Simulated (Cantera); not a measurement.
Charge: 1 mol Fe, 0.033 mol SO2, 1.6 mol H2, a varied amount of H2S, equilibrated at 1400 K and 1.00 mbar.

Cantera equilibrium calculation (NASA polynomials, part measured and part estimated; ideal gas, pure solids and liquids). Candidate condensed phases: Fe, FeO, Fe(OH)2, Fe(OH)3, FeS, FeSO4, FeS2, Fe2O3, Fe2(SO4)3, Fe3O4, H2O, H2SO4, S; 22 gas species. Metal and sulfide melt together well below either melting point, which pure phases cannot show. Mutual solubility and eutectic melting of coexisting phases are not modelled. FeS: taken at fixed stoichiometry. Rates play no part.

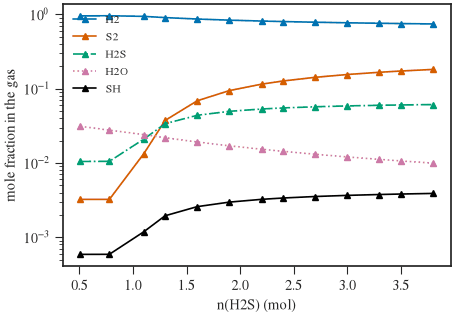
*Equilibrium gas composition (values under 1e-9 drawn at 1e-9)*

From 0.51 mol H2S to 0.78 mol H2S the condensed part is Fe(γ) + FeS(s). From 1.1 mol H2S to 3.8 mol H2S the condensed part is FeS(s). The main Fe-bearing gas is Fe throughout.
